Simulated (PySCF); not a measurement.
**C5H3F3: one change and its effect**

System: C5H3F3.
Method of run A: GIAO B3LYP/pcSseg-1 NMR shielding, non-relativistic, gas phase (PySCF 2.14.0).

The geometry comes from this level: PBE0-D3(BJ)/def2-SVP. Text and figures count atoms from 1; the logs count them from 0 in places.

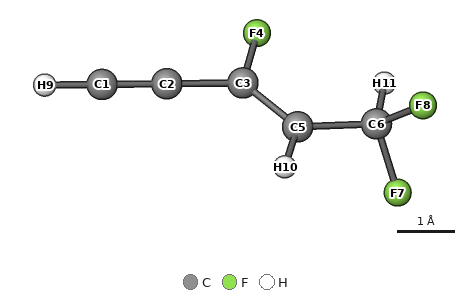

Fig. 1: The structure as given in the input (ball-and-stick view, seen at a tilt; atoms are numbered from 1 in the order of the input). Bond lengths as drawn: C–C 1.21 to 1.49 Å, C–F 1.34 to 1.35 Å and C–H 1.08 to 1.10 Å.

Input file, run A:
```
{"job": {"kind": "nmr", "xc": "B3LYP", "basis": "pcSseg-1", "pop": false}, "charge": 0, "multiplicity": 1}
C      3.068622     0.202210     0.173204
C      1.893498     0.141636     0.462743
C      0.513192     0.068317     0.805567
F      0.270697     0.154996     2.115815
C     -0.491790    -0.071138    -0.067229
C     -1.921474    -0.140607     0.338038
F     -2.472505    -1.289784    -0.119694
F     -2.607339     0.881479    -0.226135
H      4.110882     0.256758    -0.085226
H     -0.267193    -0.133833    -1.133376
H     -2.058759    -0.095606     1.429994
```

The first line tells a small driver script what to run in PySCF; the rest is the geometry in Å.

Command:
```bash
OMP_NUM_THREADS=1 python <driver script> task.json out
```

Hardware: 1 CPU thread, shared host.

Output (run A):
```
coarse grid: 10552 points
cycle   1  E = -491.5316409392  dE =  1.219e+00  |g| = 8.577e-01  |ddm| = 3.185e+00
cycle   2  E = -491.3916932289  dE =  1.399e-01  |g| = 1.295e+00  |ddm| = 1.574e+00
cycle   3  E = -491.6495857538  dE = -2.579e-01  |g| = 1.407e-01  |ddm| = 9.540e-01
cycle   4  E = -491.6518943763  dE = -2.309e-03  |g| = 1.024e-01  |ddm| = 1.636e-01
cycle   5  E = -491.6544259277  dE = -2.532e-03  |g| = 2.198e-02  |ddm| = 7.191e-02
cycle   6  E = -491.6545347904  dE = -1.089e-04  |g| = 3.975e-03  |ddm| = 2.098e-02
cycle   7  E = -491.6545378664  dE = -3.076e-06  |g| = 1.667e-03  |ddm| = 4.220e-03
final grid: 106968 points
cycle   8  E = -491.7288197454  dE = -2.885e-05  |g| = 7.665e-03  |ddm| = 4.012e-02
cycle   9  E = -491.7288000369  dE =  1.971e-05  |g| = 1.303e-02  |ddm| = 1.555e-02
cycle  10  E = -491.7288296707  dE = -2.963e-05  |g| = 1.098e-03  |ddm| = 1.030e-02
cycle  11  E = -491.7288299589  dE = -2.882e-07  |g| = 3.650e-04  |ddm| = 1.241e-03
cycle  12  E = -491.7288299861  dE = -2.721e-08  |g| = 1.358e-04  |ddm| = 3.431e-04
cycle  13  E = -491.7288299894  dE = -3.273e-09  |g| = 7.755e-05  |ddm| = 1.340e-04
cycle  14  E = -491.7288299908  dE = -1.415e-09  |g| = 1.082e-05  |ddm| = 5.516e-05
cycle  15  E = -491.7288299908  dE = -2.262e-11  |g| = 3.420e-06  |ddm| = 8.588e-06
converged SCF energy = -491.7288299908

GIAO shielding tensors (ppm)
atom      isotropic    diamagn.    paramagn.     s11        s22        s33       span
  0 C       89.416     258.068    -168.653     26.847     33.966    207.434    180.587
  1 C      102.506     254.041    -151.535      4.185      5.263    298.069    293.884
  2 C       25.903     248.999    -223.096    -64.033     62.602     79.140    143.173
  3 F      279.079     473.626    -194.547    187.926    273.654    375.659    187.733
  4 C       57.654     258.058    -200.404    -46.736     86.608    133.090    179.827
  5 C       65.284     238.616    -173.332     45.498     62.088     88.267     42.769
  6 F      299.620     470.720    -171.101    191.054    328.943    378.863    187.809
  7 F      298.084     470.929    -172.844    188.650    327.046    378.557    189.907
  8 H       28.144      32.181      -4.037     24.412     24.431     35.589     11.177
  9 H       25.868      31.697      -5.829     23.795     24.456     29.352      5.557
 10 H       24.785      27.147      -2.361     22.740     24.112     27.504      4.764
```

For run B the input was changed thus:
```diff
-"xc": "B3LYP"
+"xc": "CAM-B3LYP"
```

How does run B compare with run A?

The total energies belong to different methods, so their difference says nothing on which is more stable or more accurate. The HOMO goes from −7.61 to −9.11 eV. The LUMO goes from −1.88 to −0.57 eV. The dipole moment goes from 2.59 to 2.65 D. Of all shieldings, the largest change is that of F4, by +10.1 ppm. The functional changes from B3LYP to CAM-B3LYP. The SCF takes 14 iterations against 15.

Output (run B):
```
coarse grid: 10552 points
cycle   1  E = -491.3362825701  dE =  1.373e+00  |g| = 8.953e-01  |ddm| = 3.143e+00
cycle   2  E = -491.2912441360  dE =  4.504e-02  |g| = 1.119e+00  |ddm| = 1.395e+00
cycle   3  E = -491.4764368091  dE = -1.852e-01  |g| = 9.101e-02  |ddm| = 7.237e-01
cycle   4  E = -491.4773932247  dE = -9.564e-04  |g| = 6.013e-02  |ddm| = 1.014e-01
cycle   5  E = -491.4781928990  dE = -7.997e-04  |g| = 1.747e-02  |ddm| = 4.508e-02
cycle   6  E = -491.4782576058  dE = -6.471e-05  |g| = 4.590e-03  |ddm| = 1.585e-02
cycle   7  E = -491.4782620565  dE = -4.451e-06  |g| = 1.337e-03  |ddm| = 4.790e-03
final grid: 106968 points
cycle   8  E = -491.5541633388  dE = -2.646e-05  |g| = 5.624e-03  |ddm| = 2.575e-02
cycle   9  E = -491.5541601401  dE =  3.199e-06  |g| = 7.353e-03  |ddm| = 9.533e-03
cycle  10  E = -491.5541686056  dE = -8.465e-06  |g| = 3.086e-04  |ddm| = 4.913e-03
cycle  11  E = -491.5541686212  dE = -1.567e-08  |g| = 1.854e-04  |ddm| = 4.464e-04
cycle  12  E = -491.5541686279  dE = -6.689e-09  |g| = 7.535e-05  |ddm| = 1.821e-04
cycle  13  E = -491.5541686291  dE = -1.198e-09  |g| = 1.862e-05  |ddm| = 5.967e-05
cycle  14  E = -491.5541686292  dE = -9.481e-11  |g| = 8.669e-06  |ddm| = 1.969e-05
converged SCF energy = -491.5541686292

GIAO shielding tensors (ppm)
atom      isotropic    diamagn.    paramagn.     s11        s22        s33       span
  0 C       89.751     258.223    -168.471     25.483     32.837    210.935    185.452
  1 C      105.291     255.753    -150.461      4.561      6.710    304.602    300.041
  2 C       26.009     248.452    -222.443    -71.593     67.148     82.473    154.066
  3 F      289.196     473.389    -184.193    200.830    284.219    382.540    181.710
  4 C       58.617     258.260    -199.643    -49.043     88.662    136.233    185.276
  5 C       68.684     238.367    -169.683     49.516     64.711     91.825     42.309
  6 F      306.712     470.785    -164.073    197.762    334.550    387.824    190.062
  7 F      305.255     470.985    -165.730    195.429    332.753    387.582    192.154
  8 H       28.053      31.764      -3.710     24.164     24.208     35.787     11.623
  9 H       25.748      31.497      -5.750     23.784     24.244     29.215      5.432
 10 H       24.759      26.987      -2.228     22.611     24.129     27.537      4.926
```

The two runs side by side:

| quantity | run A | run B |
| --- | --- | --- |
| outcome | converged | converged |
| total energy (hartree) | −491.728830 | −491.554169 |
| HOMO (eV) | −7.61 | −9.11 |
| LUMO (eV) | −1.88 | −0.57 |
| dipole moment (D) | 2.59 | 2.65 |
| shielding of C1 (ppm) | 89.4 | 89.8 |
| shielding of C2 (ppm) | 102.5 | 105.3 |
| shielding of F4 (ppm) | 279.1 | 289.2 |
| shielding of C5 (ppm) | 57.7 | 58.6 |
| shielding of C6 (ppm) | 65.3 | 68.7 |
| shielding of F7 (ppm) | 299.6 | 306.7 |
| shielding of F8 (ppm) | 298.1 | 305.3 |
| SCF iterations | 15 | 14 |
| basis functions | 151 | 151 |
| wall time (shared host) | 14 s | 19 s |
